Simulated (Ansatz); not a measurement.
# C3H7BO (SMILES BCC(C)=O) at SVWN5/def2-SVP

Aim: the vertical singlet–triplet gap of C3H7BO at SVWN5/def2-SVP, from 2 runs. 

The calculation is run with Ansatz 0.2.0.

46 further runs of the same task are left out: 46 set aside as unsound or not needed. Runs told in other sessions of the task aren't counted.

## 1. Starting point

C3H7BO has 12 atoms, charge 0, and is taken as a singlet. As SMILES, `BCC(C)=O`. The coordinates come from a PBE0-D4/def2-TZVP relaxation. This is one conformer, not always the lowest.

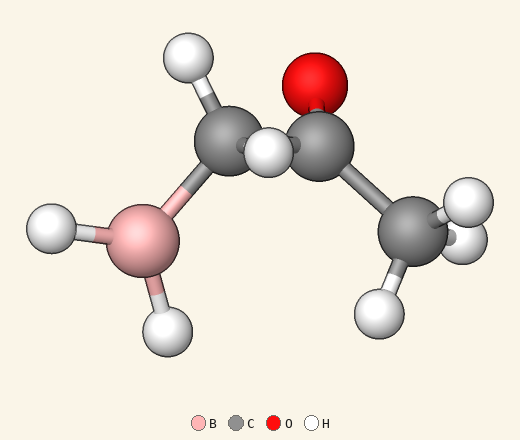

The structure, seen from a chosen angle (boron pink, carbon grey, oxygen red, hydrogen white).

## 2. The energy at SVWN5/def2-SVP

File run.yaml:

```yaml
basis:
  gaussian:
    orbitals: def2-SVP
crystal:
  periodic: [false, false, false]
  atoms:
    - {symbol: B, position_ang: [-1.581200, 0.801000, 0.222700]}
    - {symbol: C, position_ang: [-0.384500, 0.117100, 0.946500]}
    - {symbol: C, position_ang: [0.927400, 0.170900, 0.212200]}
    - {symbol: C, position_ang: [1.083400, -0.737900, -0.977300]}
    - {symbol: O, position_ang: [1.804700, 0.920200, 0.564200]}
    - {symbol: H, position_ang: [-2.525100, 1.170600, 0.856000]}
    - {symbol: H, position_ang: [-1.603000, 0.910600, -0.969000]}
    - {symbol: H, position_ang: [-0.743000, -0.928900, 0.990700]}
    - {symbol: H, position_ang: [-0.259300, 0.457700, 1.976000]}
    - {symbol: H, position_ang: [1.975700, -0.468400, -1.539000]}
    - {symbol: H, position_ang: [0.203200, -0.697900, -1.623000]}
    - {symbol: H, position_ang: [1.178600, -1.770300, -0.625900]}
hamiltonian:
  xc: {name: SVWN5}
accuracy: high
output:
  orbitals: {seedname: orbitals}
```

Command:

```bash
$ ansatz run run.yaml --threads 1 --pin off --max-ram 2610MiB --events-out events.jsonl --progress --plain --runs-dir runs
```

Standard output:

```text
Warning: RAYON_NUM_THREADS=1 ignored (pool sized by the plan → 1); use --threads N
Functional definition: SVWN5
  name "SVWN5"
  exchange = slater_x
  correlation = vwn5_c
2594 factors; integrals over basis functions are off by at most 3.5e-9 eV
mean field evaluation 1: about -5879.3223 eV, gradient 6.8e1 eV
mean field evaluation 2: about -5828.0235 eV, gradient 1.4e2 eV
mean field evaluation 4: about -5889.4143 eV, gradient 2.0e1 eV
mean field evaluation 8: about -5890.5170 eV, gradient 5.8e-1 eV
mean field evaluation 16: about -5890.5155 eV, gradient 1.7e-4 eV
mean field -5890.51549325 eV, -216.4724516420 hartree, gradient 3.0e-8 eV, S^2 0.000000; 0 other end points of the search recorded, 0 dependent functions left out
reference -5890.51549661 eV, -216.4724517654 hartree; 19, 19 occupied and 86, 86 virtual orbitals, 2594 factors
Total energy: -5890.51549661 eV, -216.4724517654 hartree
```

It took 7.8 s on 1 thread of Arm Neoverse V2, shared host; peak memory 0.31 GiB.

## 3. The triplet at the same level

File input.yaml:

```yaml
basis:
  gaussian: {orbitals: def2-SVP}
crystal:
  periodic: [false, false, false]
  atoms:
    - {symbol: B, position_ang: [-1.581200, 0.801000, 0.222700]}
    - {symbol: C, position_ang: [-0.384500, 0.117100, 0.946500]}
    - {symbol: C, position_ang: [0.927400, 0.170900, 0.212200]}
    - {symbol: C, position_ang: [1.083400, -0.737900, -0.977300]}
    - {symbol: O, position_ang: [1.804700, 0.920200, 0.564200]}
    - {symbol: H, position_ang: [-2.525100, 1.170600, 0.856000]}
    - {symbol: H, position_ang: [-1.603000, 0.910600, -0.969000]}
    - {symbol: H, position_ang: [-0.743000, -0.928900, 0.990700]}
    - {symbol: H, position_ang: [-0.259300, 0.457700, 1.976000]}
    - {symbol: H, position_ang: [1.975700, -0.468400, -1.539000]}
    - {symbol: H, position_ang: [0.203200, -0.697900, -1.623000]}
    - {symbol: H, position_ang: [1.178600, -1.770300, -0.625900]}
accuracy: high
magnetization: {spin_polarized: true, initial_magnetization: 2}
output: {orbitals: {seedname: orbitals}}
hamiltonian: {xc: {name: SVWN5}}
```

Command:

```bash
$ ansatz run input.yaml --threads 1 --pin off --max-ram 2610MiB --events-out events.jsonl --progress --plain --runs-dir runs
```

Standard output:

```text
Warning: RAYON_NUM_THREADS=1 ignored (pool sized by the plan → 1); use --threads N
Functional definition: SVWN5
  name "SVWN5"
  exchange = slater_x
  correlation = vwn5_c
2595 factors; integrals over basis functions are off by at most 3.5e-9 eV
mean field evaluation 1: about -5873.6670 eV, gradient 4.7e1 eV
mean field evaluation 2: about -5817.8702 eV, gradient 9.9e1 eV
mean field evaluation 4: about -5872.9129 eV, gradient 4.0e1 eV
mean field evaluation 8: about -5884.1049 eV, gradient 1.8e1 eV
mean field evaluation 16: about -5886.7724 eV, gradient 1.4e-1 eV
mean field evaluation 32: about -5886.1964 eV, gradient 4.5e0 eV
mean field -5886.77268417 eV, -216.3349059453 hartree, gradient 3.4e-8 eV, S^2 2.002322; 6 other end points of the search recorded, 0 dependent functions left out
reference -5886.77268752 eV, -216.3349060684 hartree; 20, 18 occupied and 85, 87 virtual orbitals, 2595 factors
Total energy: -5886.77268752 eV, -216.3349060684 hartree
```

Wall time 17 s (1 thread of Arm Neoverse V2, shared host); peak memory 0.38 GiB.

## 4. Summary of results

Level: SVWN5/def2-SVP.

```
                                        quantity          value
                           singlet: total energy  -216.47245 Eh
                            singlet: HOMO energy       -5.57 eV
                            singlet: LUMO energy       -2.86 eV
                          singlet: HOMO–LUMO gap        2.71 eV
                           triplet: total energy  -216.33491 Eh
     triplet: HOMO energy (highest over α and β)       -2.54 eV
                                   triplet: ⟨S²⟩          2.002
vertical energy of the triplet above the singlet       3.743 eV
```

In words: At this shape the triplet lies 3.74 eV (86 kcal/mol) above the singlet.
